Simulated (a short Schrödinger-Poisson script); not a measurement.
System: symmetric double-gate stack, HfO2 on p-type Si(110), at 400 K.

```tsv
layer	material	thickness (nm)	Na (cm⁻³)
1	HfO2	10.9	-
2	Si	6	1e15
3	HfO2	10.9	-
```

Constants are typed, rounded textbook-type inputs, not results; the design itself was drawn at random and stands for no fabricated device. HfO2: permittivity 22, conduction-band edge (eV) 1.55, gap (eV) 5.7, electron mass (mₑ) 0.2. Si: permittivity 11.7, conduction-band edge (eV) 0, gap (eV) 1.124, Nv at 300 K (cm⁻³) 3.1e19.

Channel valleys (confinement mass, in-plane density-of-states mass, number): Δ4 0.315, 0.324, 4; Δ2 0.19, 0.417, 2. At the gates, both at one voltage, the conduction-band edge of layer 1 lies 2.08 eV − eVg above the Fermi level of the channel. Gaps are held at their typed values at every temperature. Mesh 0.03 nm at interfaces.

Solved with a short Schrödinger-Poisson script written for these runs: 1D Poisson equation in equilibrium, electrons quantum, Hartree (BenDaniel-Duke, 12 states a valley, the channel's in-plane mass for all, wave functions ending at the dielectric), parabolic valleys, classical holes, full ionisation, no traps, pinning or gate leakage.

Only gate voltages with over 1e8 electrons/cm² are shown.

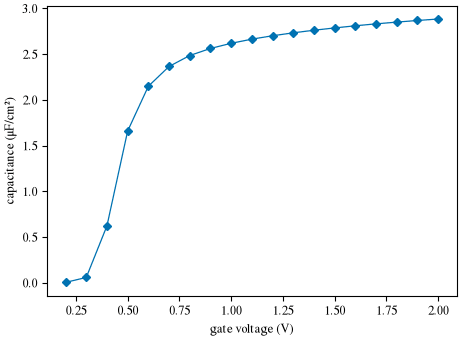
Figure: Quasi-static capacitance against gate voltage

| Vg (V) | electrons (cm⁻²) | C (μF/cm²) | Δ4 E0 (meV) | Δ4 E1 (meV) | Δ2 E0 (meV) | Δ2 E1 (meV) |
|---|---|---|---|---|---|---|
| 0.2 | 6.93e8 | 0.00326 | 363.2 | 462.7 | 385.0 | 549.9 |
| 0.3 | 1.24e10 | 0.0571 | 263.9 | 363.3 | 285.7 | 450.6 |
| 0.4 | 1.72e11 | 0.622 | 173.2 | 272.2 | 195.0 | 359.4 |
| 0.5 | 9.01e11 | 1.66 | 115.7 | 212.6 | 137.5 | 299.8 |
| 0.6 | 2.11e12 | 2.15 | 85.8 | 179.4 | 107.7 | 266.7 |
| 0.7 | 3.53e12 | 2.36 | 67.6 | 157.4 | 89.5 | 244.7 |
| 0.8 | 5.04e12 | 2.48 | 54.6 | 140.6 | 76.8 | 228.1 |
| 0.9 | 6.62e12 | 2.56 | 44.6 | 126.8 | 67.0 | 214.5 |
| 1 | 8.23e12 | 2.62 | 36.5 | 115.0 | 59.1 | 202.9 |
| 1.1 | 9.88e12 | 2.66 | 29.6 | 104.6 | 52.6 | 192.7 |
| 1.2 | 1.16e13 | 2.70 | 23.6 | 95.2 | 47.0 | 183.6 |
| 1.3 | 1.33e13 | 2.73 | 18.4 | 86.7 | 42.2 | 175.5 |
| 1.4 | 1.50e13 | 2.76 | 13.6 | 78.9 | 37.9 | 168.0 |
| 1.5 | 1.67e13 | 2.79 | 9.3 | 71.8 | 34.1 | 161.2 |
| 1.6 | 1.84e13 | 2.81 | 5.4 | 65.1 | 30.8 | 155.0 |
| 1.7 | 2.02e13 | 2.83 | 1.7 | 58.9 | 27.7 | 149.2 |
| 1.8 | 2.20e13 | 2.85 | -1.7 | 53.1 | 25.0 | 143.8 |
| 1.9 | 2.38e13 | 2.87 | -4.9 | 47.6 | 22.5 | 138.8 |
| 2 | 2.56e13 | 2.88 | -7.9 | 42.4 | 20.2 | - |

Subbands count from the Fermi level; a dash marks a level above the dielectric's band edge. The capacitance is that of both gates.
